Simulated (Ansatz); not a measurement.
```xyz
11

Si   -0.4856   -0.0285    0.7171
Si    1.5632   -0.9692    0.0292
C    -1.2508    1.0563   -0.6393
H    -1.4148    0.4736   -1.5681
H    -1.4264   -1.1493    1.0839
H    -0.2490    0.7875    1.9640
H     2.5358    0.1108   -0.3717
H     2.1878   -1.7807    1.1341
H     1.3564   -1.8721   -1.1604
H    -0.5877    1.9112   -0.8808
H    -2.2288    1.4602   -0.3078
```

These are results of RKS PBE/def2-SVP (Ansatz 0.2.0), not measurements.

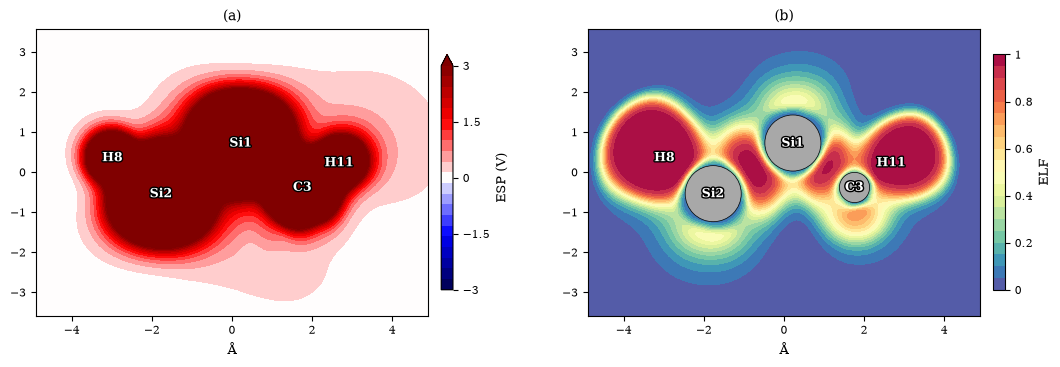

CH8Si2. (a) electrostatic potential; (b) electron localisation function on the plane of atoms Si1, Si2 and H8. Grey discs cover the atomic cores in the ELF map.

Describe what can be read from this map.

Answer. The plane passes through Si, C and H nuclei.
C–Si (1.90 Å): the ELF peaks at about 0.95 between the atoms; a covalent bond.
Si–Si (2.36 Å): the ELF peaks at about 1 between the atoms: localised, covalent bonding.
C–H (1.11 Å): the ELF climbs to about 1 towards the hydrogen, as it does in any bond to H (an ordinary covalent bond to hydrogen).
Si–H (1.51 Å): the ELF climbs to about 1 towards the hydrogen.
The potential has no marked negative region in this plane.
